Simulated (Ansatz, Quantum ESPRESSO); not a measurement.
# Ce3In (Pm-3m): zone-centre phonons, part 2 of 3

Aim: the zone-centre modes of Ce3In (Pm-3m).

Quantum ESPRESSO 7.5; DFT PBEsol, scalar-relativistic, plane waves, PseudoDojo norm-conserving, 4f in core pseudopotentials.

So far. Step 2 (A first look): No gap opens on this mesh, so smearing is kept; the start stands at 2.1 GPa. Step 4 (Ground state): The cell stands at 0.17 GPa, close enough for phonons. The relaxed cell has a = 4.960 Å (conventional setting).

## Step 5: Zone-centre response

At q = 0 one unit cell holds all displacements; symmetry groups them into irreducible representations that are solved one by one. With smeared occupations no response to a homogeneous field can be asked.

The input, ph.in:

```
phonons
&inputph
   prefix = 'x'
   outdir = './tmp'
   fildyn = 'g.dyn'
   tr2_ph = 1.0d-18
   alpha_mix(1) = 0.4
   nmix_ph = 8
/
0.000000000 0.000000000 0.000000000
```

Started as:

```
OMP_NUM_THREADS=1 mpirun -n 8 ph.x -nk 8 -in ph.in > ph.out
```

The log of the run:

```text
[banners, grids, parts of the stress and lines that vanish by symmetry left out]
[banner, memory and clock lines left out]
Program PHONON v.7.5

     ./tmp/x.save/

     IMPORTANT: XC functional enforced from input :
     Exchange-correlation= PBESOL
                           (   1   4  10   8   0   0   0)
     Any further DFT definition will be discarded
     Please, verify this is what you really want

     G-vector sticks info

     Reading collected, re-writing distributed wavefunctions in ./tmp/

     Number and degeneracy of irreps per q-point
       N         xq(1)         xq(2)         xq(3)   N irreps
       1   0.000000000   0.000000000   0.000000000       4
        3   3   3   3

     Calculation of q =    0.0000000   0.0000000   0.0000000

     phonons

     bravais-lattice index     =            1
     lattice parameter (alat)  =       9.3724  a.u.
     unit-cell volume          =     823.2807 (a.u.)^3
     number of atoms/cell      =            4
     number of atomic types    =            2
     kinetic-energy cut-off    =      62.0000  Ry
     charge density cut-off    =     248.0000  Ry
     convergence threshold     =      1.0E-18
     beta                      =       0.4000
     number of iterations used =            8
     Exchange-correlation= PBESOL
                           (   1   4  10   8   0   0   0)

     celldm(1)=    9.37237  celldm(2)=    0.00000  celldm(3)=    0.00000
     celldm(4)=    0.00000  celldm(5)=    0.00000  celldm(6)=    0.00000

     crystal axes: (cart. coord. in units of alat)
               a(1) = (  1.0000  0.0000  0.0000 )
               a(2) = (  0.0000  1.0000  0.0000 )
               a(3) = (  0.0000  0.0000  1.0000 )

     reciprocal axes: (cart. coord. in units 2 pi/alat)
               b(1) = (  1.0000  0.0000  0.0000 )
               b(2) = (  0.0000  1.0000  0.0000 )
               b(3) = (  0.0000  0.0000  1.0000 )

     Atoms inside the unit cell:

     Cartesian axes

     site n.  atom      mass           positions (alat units)
        1  Ce    140.1160   tau(    1) = (    0.50000    0.50000    0.00000  )
        2  Ce    140.1160   tau(    2) = (    0.50000    0.00000    0.50000  )
        3  Ce    140.1160   tau(    3) = (    0.00000    0.50000    0.50000  )
        4  In    114.8180   tau(    4) = (    0.00000    0.00000    0.00000  )

     Computing dynamical matrix for
                    q = (   0.0000000   0.0000000   0.0000000 )

     49 Sym.Ops. (with q -> -q+G )

     G cutoff =  551.8113  (  54339 G-vectors)     FFT grid: ( 48, 48, 48)

     number of k points=    20  Marzari-Vanderbilt smearing, width (Ry)=  0.0200
                       cart. coord. in units 2pi/alat
        k(    1) = (   0.0000000   0.0000000   0.0000000), wk =   0.0092593
        k(    2) = (   0.0000000   0.0000000   0.1666667), wk =   0.0555556
        k(    3) = (   0.0000000   0.0000000   0.3333333), wk =   0.0555556
        [... further k-points left out ...]

     PseudoPot. # 1 for Ce read from file:
     ./pseudo/Ce.upf
     Pseudo is Norm-conserving + core correction, Zval = 11.0
     Using radial grid of 1804 points,  7 beta functions with:
                l(1) =   0
                l(2) =   0
                l(3) =   1
                l(4) =   1
                l(5) =   2
                l(6) =   2
                l(7) =   3

     PseudoPot. # 2 for In read from file:
     ./pseudo/In.upf
     Pseudo is Norm-conserving + core correction, Zval = 13.0
     Using radial grid of 1940 points,  6 beta functions with:
                l(1) =   0
                l(2) =   0
                l(3) =   1
                l(4) =   1
                l(5) =   2
                l(6) =   2

     Mode symmetry, O_h (m-3m)  point group:

     Atomic displacements:
     There are    4 irreducible representations

     Representation     1      3 modes -  To be done

     Representation     2      3 modes -  To be done

     Representation     3      3 modes -  To be done

     Representation     4      3 modes -  To be done

     Alpha used in Ewald sum =   2.3000

     Representation #   1 modes #   1   2   3

     Self-consistent Calculation
      thresh= 1.000E-02 alpha_mix =  0.400 |ddv_scf|^2 =  2.354E-07
      thresh= 4.852E-05 alpha_mix =  0.400 |ddv_scf|^2 =  1.928E-08
      thresh= 1.388E-05 alpha_mix =  0.400 |ddv_scf|^2 =  1.139E-09
      thresh= 3.375E-06 alpha_mix =  0.400 |ddv_scf|^2 =  8.731E-11
      thresh= 9.344E-07 alpha_mix =  0.400 |ddv_scf|^2 =  4.580E-12
      thresh= 2.140E-07 alpha_mix =  0.400 |ddv_scf|^2 =  9.490E-14
      thresh= 3.081E-08 alpha_mix =  0.400 |ddv_scf|^2 =  1.593E-15
      thresh= 3.991E-09 alpha_mix =  0.400 |ddv_scf|^2 =  3.442E-16
      thresh= 1.855E-09 alpha_mix =  0.400 |ddv_scf|^2 =  3.346E-18
      thresh= 1.829E-10 alpha_mix =  0.400 |ddv_scf|^2 =  3.356E-20

     End of self-consistent calculation

     Convergence has been achieved

     Representation #   2 modes #   4   5   6

     Self-consistent Calculation
      thresh= 1.000E-02 alpha_mix =  0.400 |ddv_scf|^2 =  1.766E-06
      thresh= 1.329E-04 alpha_mix =  0.400 |ddv_scf|^2 =  1.739E-07
      thresh= 4.170E-05 alpha_mix =  0.400 |ddv_scf|^2 =  1.264E-09
      thresh= 3.556E-06 alpha_mix =  0.400 |ddv_scf|^2 =  2.032E-10
[...]
End of self-consistent calculation

     Convergence has been achieved

     Representation #   3 modes #   7   8   9

     Self-consistent Calculation
[...]
End of self-consistent calculation

     Convergence has been achieved

     Representation #   4 modes #  10  11  12

     Self-consistent Calculation
[...]
thresh= 8.591E-06 alpha_mix =  0.400 |ddv_scf|^2 =  2.041E-10
      thresh= 1.429E-06 alpha_mix =  0.400 |ddv_scf|^2 =  2.416E-12
      thresh= 1.554E-07 alpha_mix =  0.400 |ddv_scf|^2 =  1.614E-13
      thresh= 4.018E-08 alpha_mix =  0.400 |ddv_scf|^2 =  1.849E-15
      thresh= 4.300E-09 alpha_mix =  0.400 |ddv_scf|^2 =  1.437E-17
      thresh= 3.791E-10 alpha_mix =  0.400 |ddv_scf|^2 =  3.684E-18
      thresh= 1.919E-10 alpha_mix =  0.400 |ddv_scf|^2 =  8.602E-21

     End of self-consistent calculation

     Convergence has been achieved

     Number of q in the star =    1
     List of q in the star:
          1   0.000000000   0.000000000   0.000000000

     Diagonalizing the dynamical matrix

     q = (    0.000000000   0.000000000   0.000000000 )

 **************************************************************************
     freq (    1) =      -0.152354 [THz] =      -5.081988 [cm-1]
     freq (    2) =      -0.152354 [THz] =      -5.081988 [cm-1]
     freq (    3) =      -0.152354 [THz] =      -5.081988 [cm-1]
     freq (    4) =       1.879994 [THz] =      62.709845 [cm-1]
     freq (    5) =       1.879994 [THz] =      62.709845 [cm-1]
     freq (    6) =       1.879994 [THz] =      62.709845 [cm-1]
     freq (    7) =       2.763554 [THz] =      92.182239 [cm-1]
     freq (    8) =       2.763554 [THz] =      92.182239 [cm-1]
     freq (    9) =       2.763554 [THz] =      92.182239 [cm-1]
     freq (   10) =       3.835737 [THz] =     127.946418 [cm-1]
     freq (   11) =       3.835737 [THz] =     127.946418 [cm-1]
     freq (   12) =       3.835737 [THz] =     127.946418 [cm-1]
 **************************************************************************

     Mode symmetry, O_h (m-3m)  point group:

     freq (   1-   3) =         -5.1  [cm-1]   --> T_1u G_15  G_4- I
     freq (   4-   6) =         62.7  [cm-1]   --> T_2u G_25  G_5-
     freq (   7-   9) =         92.2  [cm-1]   --> T_1u G_15  G_4- I
     freq (  10-  12) =        127.9  [cm-1]   --> T_1u G_15  G_4- I
```

Elapsed: 6.4 min, on 8 MPI ranks of Arm Neoverse V1, shared host.

Numbers from this step:

```
largest acoustic frequency at the zone centre before the sum rule : -5.08 cm⁻¹
highest optical zone-centre mode (no LO-TO term)                  : 128.0 cm⁻¹
lowest optical zone-centre mode                                   : 62.71 cm⁻¹
```

The acoustic modes at Γ come out as far as 5.1 cm⁻¹ from zero, where they should vanish, a small numerical error.

## Step 6: Zone-centre analysis

A rigid shift of the crystal must cost nothing, but grids and finite bases break this; the acoustic sum rule is imposed before the matrix is diagonalised again.

The input, dynmat.in:

```
&input
   fildyn = 'g.dyn'
   asr = 'simple'
   fileig = 'dynmat.eig'
/
```

Started as:

```
dynmat.x -in dynmat.in > dynmat.out
```

The log of the run:

```text
[banner, memory and clock lines left out]
Program DYNMAT v.7.5

     Reading Dynamical Matrix from file g.dyn
     ...Force constants read
     ...epsilon and Z* not read (not found on file)
     A direction for q was not specified:TO-LO splitting will be absent

     Polarizability (A^3 units)
     multiply by 1.000000 for Clausius-Mossotti correction
         0.000000    0.000000    0.000000
         0.000000    0.000000    0.000000
         0.000000    0.000000    0.000000

     IR activities are in (D/A)^2/amu units

# mode   [cm-1]    [THz]      IR
    1     -0.00   -0.0000    0.0000
    2     -0.00   -0.0000    0.0000
    3     -0.00   -0.0000    0.0000
    4     62.83    1.8837    0.0000
    5     62.83    1.8837    0.0000
    6     62.83    1.8837    0.0000
    7     92.46    2.7720    0.0000
    8     92.46    2.7720    0.0000
    9     92.46    2.7720    0.0000
   10    128.01    3.8377    0.0000
   11    128.01    3.8377    0.0000
   12    128.01    3.8377    0.0000

[end of the log left out, with the tail of the file of modes that dynmat.x writes under the same name]
```

Run time: 0.45 s. Hardware: 1 thread.

This step gave:

```
lowest optical zone-centre mode : 62.83 cm⁻¹
```

Unit eigenvectors of the mass-weighted matrix after the sum rule; no LO-TO term. The modes at Γ (shares of kinetic energy by element, %):

```
mode  frequency (cm⁻¹)  symmetry  Ce %  In %
   1               0.0  acoustic    79    21
   2               0.0  acoustic    79    21
   3               0.0  acoustic    79    21
   4              62.8       T2u   100     0
   5              62.8       T2u   100     0
   6              62.8       T2u   100     0
   7              92.5       T1u    25    75
   8              92.5       T1u    25    75
   9              92.5       T1u    25    75
  10             128.0       T1u    96     4
  11             128.0       T1u    96     4
  12             128.0       T1u    96     4
```

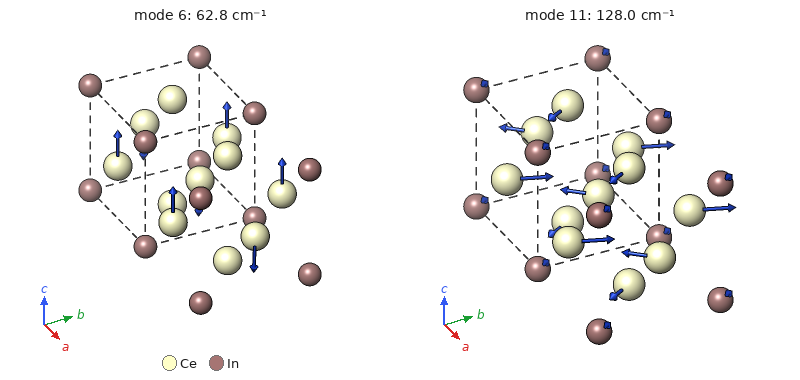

Displacement patterns of modes 6 and 11 at Γ; arrows are exaggerated. 2×1×1 cells are drawn. Some periodic images of atoms are drawn too.

The rule moves no optical mode by more than 0.3 cm⁻¹.

## Step 7: Sum rules set otherwise: a sum rule for molecules or wires on a crystal

This rule also removes rotations, which suits wires and not a crystal; it is tried to see the harm.

The input, dynmat.in:

```
&input
   fildyn = 'g.dyn'
   asr = 'one-dim'
   fileig = 'dynmat.eig'
/
```

Started as:

```
dynmat.x -in dynmat.in > dynmat.out
```

The log of the run:

```text
[banner, memory and clock lines left out]
Program DYNMAT v.7.5

     Reading Dynamical Matrix from file g.dyn
     ...Force constants read
     ...epsilon and Z* not read (not found on file)
asr rotation axis in 1D system=    3
     Acoustic Sum Rule: || Z*(ASR) - Z*(orig)|| =    0.000000E+00
     Acoustic Sum Rule: ||dyn(ASR) - dyn(orig)||=    8.581655E-02
     A direction for q was not specified:TO-LO splitting will be absent

     Polarizability (A^3 units)
     multiply by 1.000000 for Clausius-Mossotti correction
         0.000000    0.000000    0.000000
         0.000000    0.000000    0.000000
         0.000000    0.000000    0.000000

     IR activities are in (D/A)^2/amu units

# mode   [cm-1]    [THz]      IR
    1     -0.00   -0.0000    0.0000
    2     -0.00   -0.0000    0.0000
    3     -0.00   -0.0000    0.0000
    4      0.00    0.0000    0.0000
    5     62.71    1.8800    0.0000
    6     62.71    1.8800    0.0000
    7     78.95    2.3669    0.0000
    8     92.20    2.7641    0.0000
    9     92.20    2.7641    0.0000
   10    125.61    3.7656    0.0000
   11    127.95    3.8358    0.0000
   12    127.95    3.8358    0.0000

[end of the log left out, with the tail of the file of modes that dynmat.x writes under the same name]
```

Elapsed: 0.45 s, on 1 thread.

The program raised no error, yet the settings are not those of a careful run.

The fault: a sum rule for molecules or wires on a crystal; 1 optical mode is projected out to zero frequency, as if it were a rotation.

For a crystal the rule has to be 'simple' or 'crystal'.

Zone-centre frequencies as printed; negative means imaginary. Modes:

```
mode  frequency (cm⁻¹)
   1                 0
   2                 0
   3                 0
   4                 0
   5             62.71
   6             62.71
   7             78.95
   8              92.2
   9              92.2
  10             125.6
  11               128
  12               128
```

## Step 8: Sum rules set otherwise (asr crystal)

The rule can be imposed in more than one way; the choices should agree where the raw error is small.

The input, dynmat.in:

```
&input
   fildyn = 'g.dyn'
   asr = 'crystal'
   fileig = 'dynmat.eig'
/
```

Started as:

```
dynmat.x -in dynmat.in > dynmat.out
```

The log of the run:

```text
[banner, memory and clock lines left out]
Program DYNMAT v.7.5

     Reading Dynamical Matrix from file g.dyn
     ...Force constants read
     ...epsilon and Z* not read (not found on file)
     Acoustic Sum Rule: || Z*(ASR) - Z*(orig)|| =    0.000000E+00
     Acoustic Sum Rule: ||dyn(ASR) - dyn(orig)||=    6.179924E-04
     A direction for q was not specified:TO-LO splitting will be absent

     Polarizability (A^3 units)
     multiply by 1.000000 for Clausius-Mossotti correction
         0.000000    0.000000    0.000000
         0.000000    0.000000    0.000000
         0.000000    0.000000    0.000000

     IR activities are in (D/A)^2/amu units

# mode   [cm-1]    [THz]      IR
    1     -0.00   -0.0000    0.0000
    2     -0.00   -0.0000    0.0000
    3      0.00    0.0000    0.0000
    4     62.71    1.8800    0.0000
    5     62.71    1.8800    0.0000
    6     62.71    1.8800    0.0000
    7     92.20    2.7641    0.0000
    8     92.20    2.7641    0.0000
    9     92.20    2.7641    0.0000
   10    127.95    3.8358    0.0000
   11    127.95    3.8358    0.0000
   12    127.95    3.8358    0.0000

[end of the log left out, with the tail of the file of modes that dynmat.x writes under the same name]
```

The job ended after 0.45 s (1 thread).

This step gave:

```yaml
lowest_optical_zone_centre_mode: 62.71 cm⁻¹
```

Zone-centre frequencies as printed; negative means imaginary. Modes:

```
mode  frequency (cm⁻¹)
   1                 0
   2                 0
   3                 0
   4             62.71
   5             62.71
   6             62.71
   7              92.2
   8              92.2
   9              92.2
  10               128
  11               128
  12               128
```

Against the first rule no mode moves by more than 0.3 cm⁻¹.

(Continued in part 3 of 3.)

[Host names and launcher messages were left out of these logs when they were recorded.]

[Logs are printed without paths, hosts, clocks, repeated set-up lines and the standing remarks that a program may print on its own settings, such as how far it seeks lower states.]

[Hosts, paths, dates, database ids (printed as entryN), source tags and the programs' standing remarks are cut or masked in the printed files.]
